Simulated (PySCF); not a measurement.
# C₆H₁₅PS (SMILES CCP(=S)(CC)CC): what the fields show

```xyz
23

C     2.7139    0.5546    0.6183
C     1.7799   -0.2173   -0.3010
P     0.1578   -0.5410    0.5342
S     0.2996   -1.5139    2.2056
C    -0.7975   -1.4273   -0.7831
C    -2.2242   -1.6994   -0.3309
C    -0.6581    1.1030    0.7546
C    -0.8333    1.9524   -0.4946
H     2.7650    0.0588    1.5870
H     2.3598    1.5723    0.7714
H     3.7166    0.5996    0.1983
H     1.6187    0.3053   -1.2458
H     2.1988   -1.2048   -0.5203
H    -0.7705   -0.8602   -1.7154
H    -0.2662   -2.3716   -0.9398
H    -2.8027   -0.7786   -0.2801
H    -2.7208   -2.3792   -1.0205
H    -2.2141   -2.1556    0.6586
H    -0.0591    1.6265    1.5066
H    -1.6232    0.8815    1.2216
H    -1.3364    2.8831   -0.2376
H     0.1283    2.2005   -0.9380
H    -1.4368    1.4382   -1.2391
```

Geometry: GFN2-xTB.

Theory: PBE0/pcSseg-1, SCF density, gas phase, non-relativistic in PySCF.

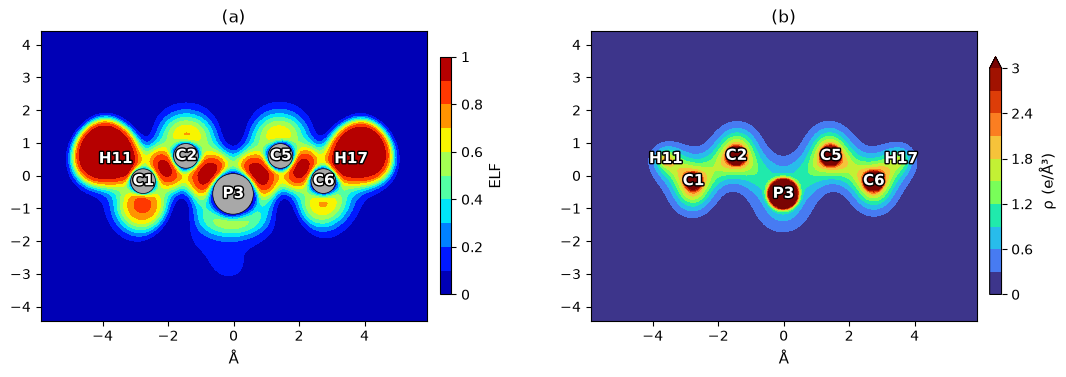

Figure 1. (a) electron localisation function; (b) electron density on the plane of atoms P3, C5 and C6. Grey discs cover the atomic cores in the ELF map.

**Describe what can be read from this map.**

The plane passes through C, P and H nuclei.
C–C (1.52 Å): the density is about 1.6 e/Å³ at the midpoint; the ELF peaks at about 0.95 between the atoms: a covalent bond.
C–P (1.85 Å): ρ is about 1.1 e/Å³ halfway; the ELF peaks at about 0.95 between the atoms; localised, covalent bonding.
C–H (1.09 Å): ρ is about 2 e/Å³ halfway; the ELF climbs to about 1 towards the hydrogen, as it does in any bond to H (a covalent bond by its length).

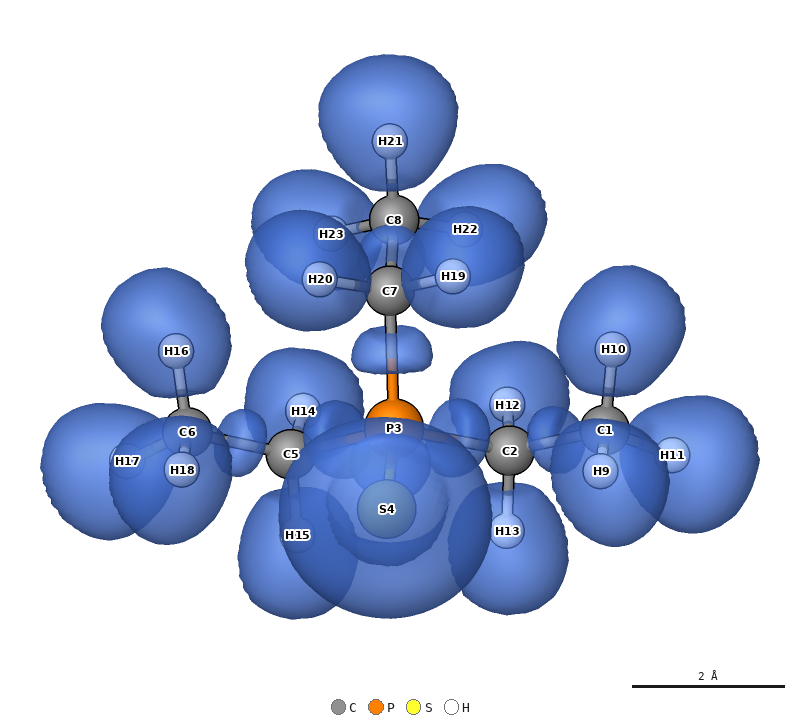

Figure 2. Isosurface of the ELF at 0.8 (blue), seen across its widest extent. Core shells and regions of very low density are left out.

**What do the ELF domains correspond to?**

The ELF exceeds this value in three regions between bonded C–C atoms (shared pairs), three regions between bonded C–P atoms (shared pairs), one region between bonded P–S atoms (shared pairs), 15 regions around hydrogen nuclei and one ring or bowl of non-bonding electrons around S.

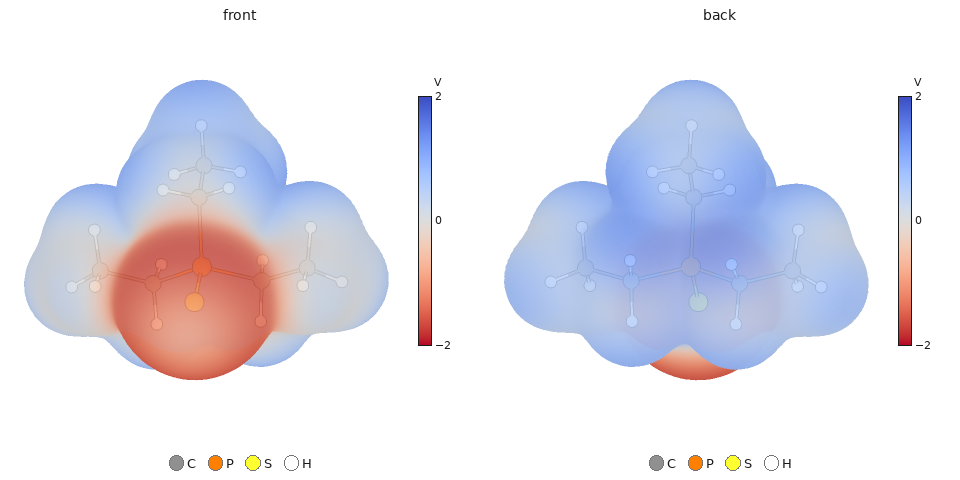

Figure 3. The molecular electrostatic potential painted on the density surface at 0.002 e/bohr³, seen from the front and from behind; the colour scale runs from red (negative) to blue (positive).

**Where is the surface potential most negative and most positive?**

The most negative region (about −1.5 V, or −35 kcal/mol for a unit charge) lies over S4, the most positive (about +1.1 V, or +25 kcal/mol for a unit charge) over H12, H14 and H22.

**How polar is the molecule by this calculation?**

Its dipole moment is 4.80 D.
